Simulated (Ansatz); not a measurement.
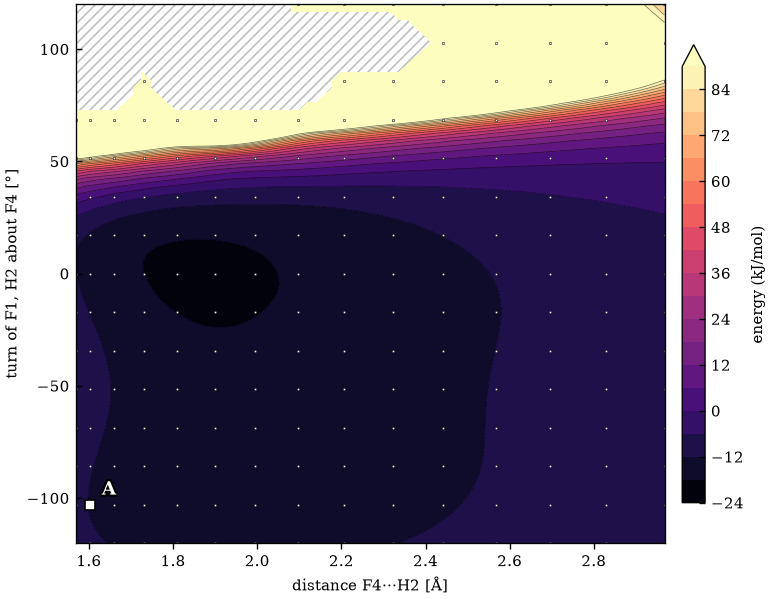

The pair FH···CH₃F. The turn is about an axis along (−0.59, 0.81, −0.00) in the frame of the relaxed pair, normal to the line between the partners. First axis: distance F4···H2. Second axis: turn of F1, H2 about F4. The grid has 15 × 15 points. At 24 points there is no value (left out of the scan, as a rule where atoms come close). Points are written as (first, second). Energies: kJ/mol, counted from the two partners far apart, frozen as in the relaxed pair, each in its own basis (no counterpoise correction). Method: RHF/def2-TZVPD in Ansatz.

The picture shows filled contours, dots at the grid points, one colour for all values above the top of the scale, hatched blanks where no value was computed, the point A. Between grid points the surface is interpolated.

**Is A at rest? If not, where is it pushed?**

A, at (1.603 Å, −102.9°), is not a stationary point. The computed force is 51 kJ/mol for each Å towards larger values of distance F4···H2 and 0.018 kJ/mol for each degree towards larger values of turn of F1, H2 about F4.
